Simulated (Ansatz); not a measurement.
# What a change does: single-point calculation on WSi

System: WSi, SMILES [Si]#[W].
Method of run A: RKS PBE-D4/def2-TZVPP (Ansatz 0.2.0).

The geometry comes from this level: PBE0-D4/def2-TZVPP. Text and figures count atoms from 1; the logs count them from 0 in places.

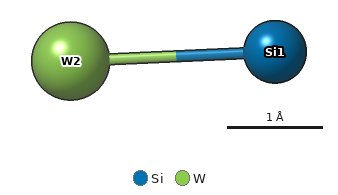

Figure 1. The structure (ball-and-stick view, seen at a tilt; atoms are numbered from 1 in the order of the input). Sticks mark near contacts. Bond lengths as drawn: Si–W 2.16 Å.

The input, run A:
```yaml
crystal:
  periodic: [false, false, false]
  atoms:
    - { symbol: Si, position_ang: [0.0, 0.0, 0.09716092] }
    - { symbol: W, position_ang: [0.0, 0.0, 2.25861908] }
basis:
  gaussian: { orbitals: def2-TZVPP }
hamiltonian:
  xc: pbe
  dispersion: d4
```

Command:
```bash
ansatz run input.yaml --threads 2 --pin off --max-ram 5120MiB --backend cpu --events-out ev --progress --plain --runs-dir out
```

Hardware: 2 threads of Intel Xeon (Sapphire Rapids), 64 GiB of memory available, shared host.

Output (run A):
```
Engine: ansatz 0.2.0, x86_64-unknown-linux-gnu
Functional definition: PBE
  parameter kappa = 0.804
  parameter beta = 0.06672455060314922
  exchange = pbe_x(kappa = kappa, mu = beta*pi^2/3)
  correlation = pbe_c(beta = beta)
623 factors; their error is unknown
mean field evaluation 1: about -9690.6143 eV, gradient 4.0e1 eV
mean field evaluation 2: about -9656.8583 eV, gradient 9.5e1 eV
mean field evaluation 4: about -9694.3105 eV, gradient 9.4e0 eV
mean field evaluation 8: about -9692.6298 eV, gradient 2.0e1 eV
mean field evaluation 16: about -9694.6239 eV, gradient 1.9e-2 eV
mean field evaluation 32: about -9694.6239 eV, gradient 4.4e-6 eV
mean field evaluation 64: about -9693.9758 eV, gradient 4.4e-2 eV
mean field evaluation 96: about -9694.5484 eV, gradient 2.0e0 eV
mean field -9694.62388709 eV, -356.2708565985 hartree, gradient 4.3e-6 eV, S^2 0.000000; 8 other end points of the search recorded, 0 dependent functions left out
reference -9694.62391560 eV, -356.2708576464 hartree; 14, 14 occupied and 84, 84 virtual orbitals, 623 factors
Total energy: -9694.68125320 eV, -356.2729647643 hartree
```

For run B the input was changed thus:
```diff
-  xc: pbe
+  xc: { name: B3LYP }
```

How does run B compare with run A?

The total energies belong to different methods, so their difference says nothing on which is more stable or more accurate. The functional changes from PBE to B3LYP. On the same kind of shared host run B took about 0.47 times as long.

Output (run B):
```
Engine: ansatz 0.2.0, x86_64-unknown-linux-gnu
Functional definition: B3LYP
  parameter a0 = 0.2
  parameter ax = 0.72
  parameter ac = 0.81
  exchange = (1 - a0 - ax)*slater_x + ax*b88_x + a0*exact_x
  correlation = (1 - ac)*vwn_rpa_c + ac*lyp_c
671 factors; their error is unknown
mean field evaluation 1: about -9695.5794 eV, gradient 3.6e1 eV
mean field evaluation 2: about -9684.1786 eV, gradient 7.1e1 eV
mean field evaluation 4: about -9698.5234 eV, gradient 6.1e0 eV
mean field evaluation 8: about -9698.6377 eV, gradient 9.1e-2 eV
mean field evaluation 16: about -9698.6377 eV, gradient 6.7e-5 eV
mean field evaluation 32: about -9697.2918 eV, gradient 1.6e1 eV
mean field -9698.63767065 eV, -356.4183604238 hartree, gradient 1.1e-5 eV, S^2 0.000000; 2 other end points of the search recorded, 0 dependent functions left out
reference -9698.63784395 eV, -356.4183667924 hartree; 14, 14 occupied and 84, 84 virtual orbitals, 671 factors
Total energy: -9698.73430497 eV, -356.4219116695 hartree
```

The two runs side by side:

| quantity | run A | run B |
| --- | --- | --- |
| outcome | converged | converged |
| total energy (hartree) | −356.272965 | −356.421912 |
| basis functions | 98 | 98 |
| wall time (shared host) | 4.4 s | 2.1 s |
